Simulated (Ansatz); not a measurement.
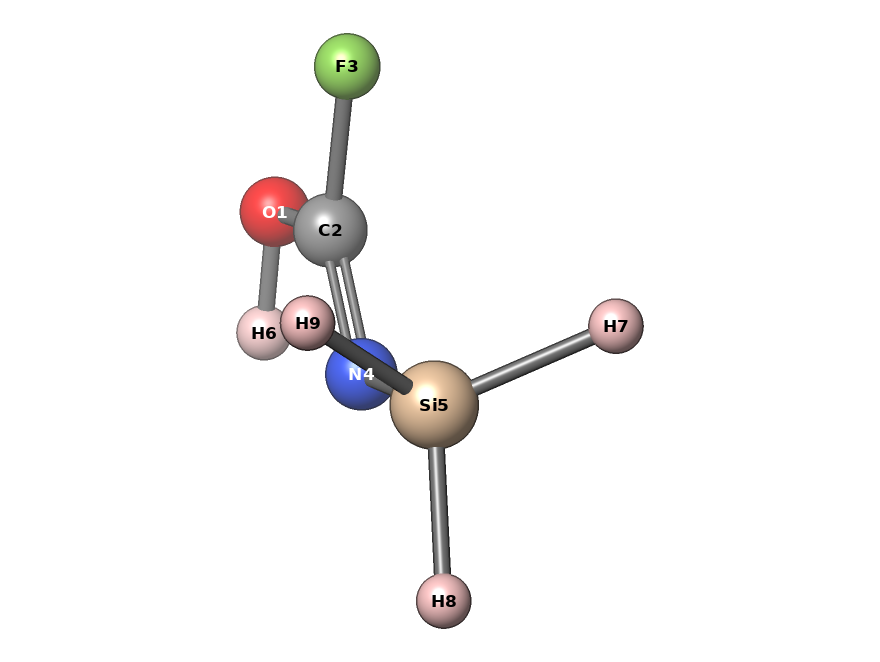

O1 lies behind C2. The molecule seen a little off the C2–O1 bond, C2 in front. Atoms fade into the background with distance from the viewer. The computed structure is the end point of a PBE-D4/def2-SVP optimisation. No frequency run is at hand to confirm it as a minimum.

Q: What is the torsion angle F3–C2–O1–H6? The sign is positive where the front bond must turn clockwise to cover the back bond.

A: 180°, antiperiplanar (anti).
